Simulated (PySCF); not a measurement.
# ClH₃O₃Si, SMILES `O[Si](O)(O)Cl`: electronic structure

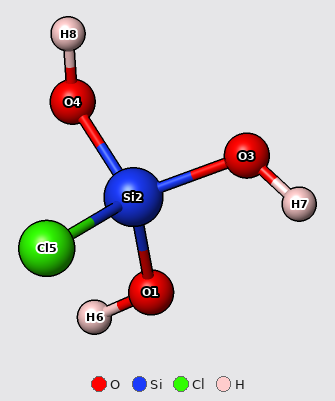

The molecule, with its atoms numbered as below. No frequency check shows the geometry to be a minimum.

Cartesian coordinates (Å):

```
O1      -0.8905    0.0676   -1.5177
Si2     -0.3430    0.0001    0.0001
O3      -0.8899    1.2806    0.8176
O4      -0.8899   -1.3483    0.7005
Cl5      1.6838   -0.0000   -0.0002
H6      -0.8207   -0.6884   -2.0939
H7      -0.8200    2.1576    0.4509
H8      -0.8197   -1.4693    1.6433
```

Part 1: Bonding charge

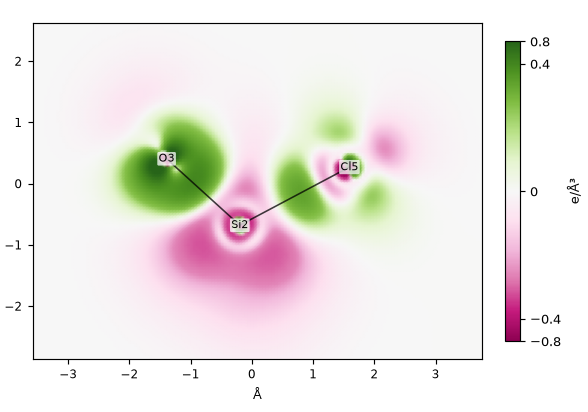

Deformation density (molecule less spherical, spin-averaged free atoms) in the plane of Si2, O3 and Cl5; colour scale in e/Å³, logarithmic beyond ±0.1; green: gain, pink: loss.

Level of theory: B3LYP/def2-SVPD (PySCF), at a geometry from GFN2-xTB.

Question: Describe the bonding that the map shows.

Answer: Si2–O3: +0.06 e/Å³ at the bond critical point (bond length 1.61 Å); up to 0.6 Å beside the axis the gain reaches +0.39 e/Å³. Si2–Cl5: +0.04 e/Å³ at the bond critical point (bond length 2.03 Å); up to 0.6 Å beside the axis the gain reaches +0.21 e/Å³. In all, 1.9 electrons gather in the regions of gain relative to the promolecule. A small or negative value marks a very polar bond, one between electron-rich atoms, whose free-atom densities already overlap strongly, a long bond to a heavier atom, or a closed-shell contact such as a hydrogen bond.

Question: Where do the Hirshfeld charges lie?

Answer: The highest Hirshfeld charge is on Si2 (+0.52 e), the lowest on O1, O3 and O4 (−0.30 e).

```csv
atom,charge (e)
O1,−0.30
Si2,+0.52
O3,−0.30
O4,−0.30
Cl5,−0.15
H6,+0.18
H7,+0.18
H8,+0.18
```

Part 2: Bond critical points

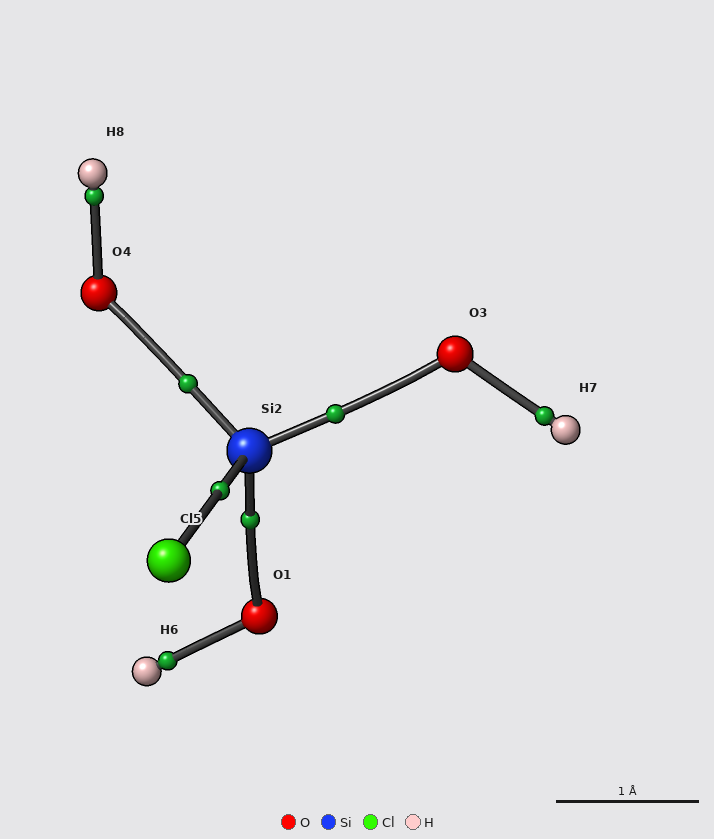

Molecular graph of the electron density (QTAIM): bond paths, bond critical points (green), ring points (magenta, if any); weak paths are dashed.

Question: How many critical points of each kind are there, and does the count close?

Answer: 8 nuclei, 7 bond, 0 ring and 0 cage critical points: 8 − 7 + 0 − 0 = 1, as the Poincaré–Hopf relation requires.

Question: What does the calculation give at each kind of bond critical point?

Answer:
```csv
bond,length (Å),ρ (a.u.),∇²ρ (a.u.),ε,H (a.u.)
O1–H6 (3 alike),0.953,0.360,−2.39,0.00,−0.668
Si2–O3 (3 alike),1.615,0.136,+1.12,0.07,−0.024
Si2–Cl5,2.027,0.098,+0.32,0.00,−0.043
```

Question: What kind of interaction is O1–H6?

Answer: Shared-shell (covalent): ρ = 0.360, ∇²ρ = −2.39, H = −0.668 a.u.

Part 3: Electrostatic potential

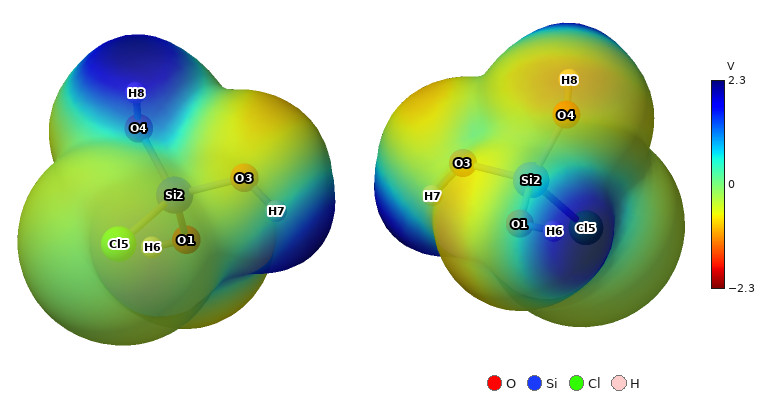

Electrostatic potential on the surface of electron density 0.001 a.u. (back view left, front view right).

Question: Where are the extremes of the potential on the surface?

Answer: Highest: 2.22 V, 1.2 Å from H6, and at like points elsewhere. Further maxima include 0.10 V, off the O1–Si2 bond (2.1 Å from its atoms); −0.05 V, 2.0 Å from Cl5. Lowest: −0.88 V, 1.8 Å from O3, and at like points elsewhere. Further minima include −0.45 V, 2.1 Å from Cl5, and at like points elsewhere. The surface is sampled at points, so like sites can differ by a few per cent and only the strongest of them is named.

Question: What volume does the surface enclose, and what is the dipole moment?

Answer: About 108 Å³; the dipole moment is 0.3 D.

Part 4: In an electric field

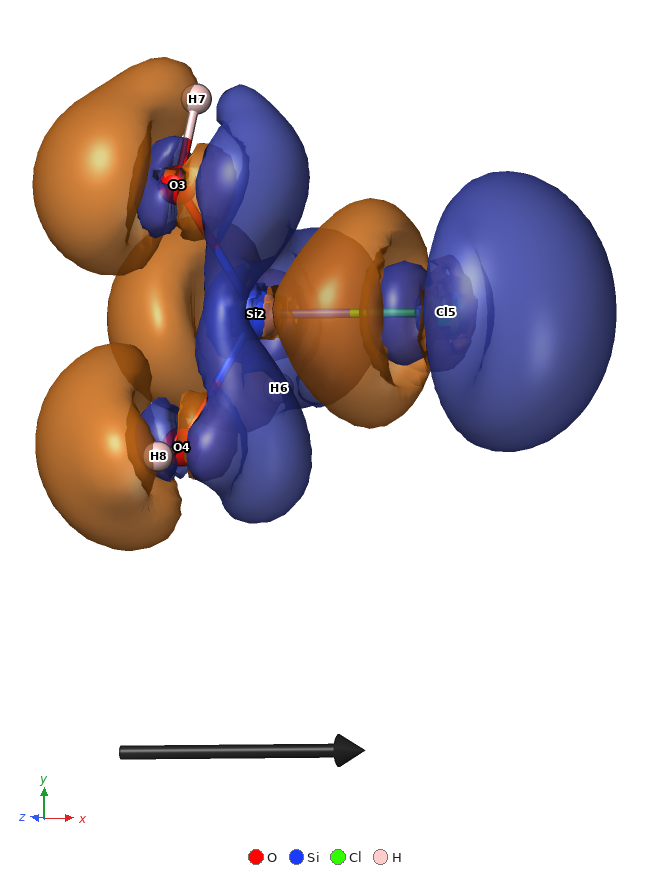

Change of the electron density in a uniform field of 0.21 V/Å along +x (arrow), surfaces at ±0.001 e/Å³ (orange: gain, blue: loss).

Computed with PySCF, B3LYP/def2-SVPD, geometry: GFN2-xTB.

Question: How large is the response?

Answer: The induced dipole is 0.53 D (along the field); α along this axis, from the fields in both directions, is 53 bohr³ (7.8 Å³).

Question: Which atoms gain and lose the most charge?

Answer: Electrons gather most on O1, O3 and O4 alike (Hirshfeld charge changes by −0.004 e) and leave Cl5 most (+0.020 e); 0.047 electrons are displaced in all.
